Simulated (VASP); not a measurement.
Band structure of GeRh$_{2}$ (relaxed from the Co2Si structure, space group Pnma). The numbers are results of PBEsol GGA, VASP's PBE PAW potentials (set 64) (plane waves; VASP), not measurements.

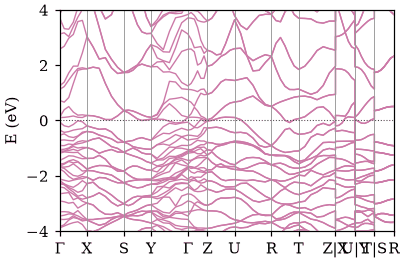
*Bands along high-symmetry lines, zero at the valence-band maximum or, without a gap, the Fermi level*

Problem. Read the plot: is there a gap, and where are the band edges?

Solution. It has no gap at this level: it comes out as a metal or semimetal. (Edges off the drawn lines would not show.)

The structure was generated: GeRh2 was put into the Co2Si type (Pnma), which need not be its known phase. It was relaxed first.
